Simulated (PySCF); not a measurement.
Input file:

```
{"job": {"kind": "nmr", "xc": "PBE0", "basis": "pcSseg-1"}, "charge": -1, "multiplicity": 1}
C     -2.721670    -0.789616     0.283334
N     -1.514252    -0.811463     1.056142
Si    -0.076668    -0.140713     0.341255
N     -0.093631    -0.467443    -1.396505
N     -0.438191     1.585082     0.321299
P      1.670313    -0.861879     1.434604
Si     3.047459     0.387331     0.360219
H     -3.588064    -0.999408     0.921925
H     -2.823480     0.206504    -0.138403
H     -2.721712    -1.506102    -0.549584
H     -1.358317    -1.712656     1.480842
H      0.340620    -1.354375    -1.613976
H      0.403787     0.241219    -1.917258
H     -0.908782     1.865374     1.170098
H      0.405378     2.136834     0.255013
H      4.417351     0.168785     0.839172
H      3.120363     0.205274    -1.109630
H      2.830735     1.853568     0.455517
```

Launched as:

```sh
OMP_NUM_THREADS=1 python probes_run.py task.json out
```

Geometry: GFN2-xTB.

The calculation used PBE0/pcSseg-1, SCF density, gas phase, non-relativistic (PySCF 2.14.0).

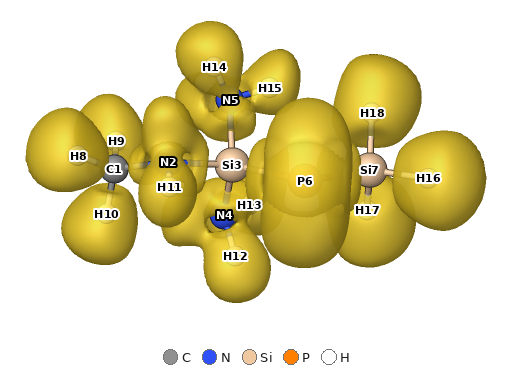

CH₁₁N₃PSi₂ (charge −1). Isosurface of the ELF at 0.75 (yellow), seen across its widest extent. Only the valence region is drawn (cores and ρ < 0.01 e/Å³ removed).

### What do the ELF domains correspond to?

The ELF exceeds this value in six regions around hydrogen nuclei, one region on P in which the atom's valence shell and bonds are merged and three joined regions spread over several atoms (H, N), in which their bonds and any lone pairs are merged. Along the contacts the grid gives the following. C–N (1.43 Å): the ELF peaks at about 0.90 between the atoms; a shared electron pair. Si–N (1.74 Å): the ELF peaks at about 0.90 between the atoms: a polar covalent bond.
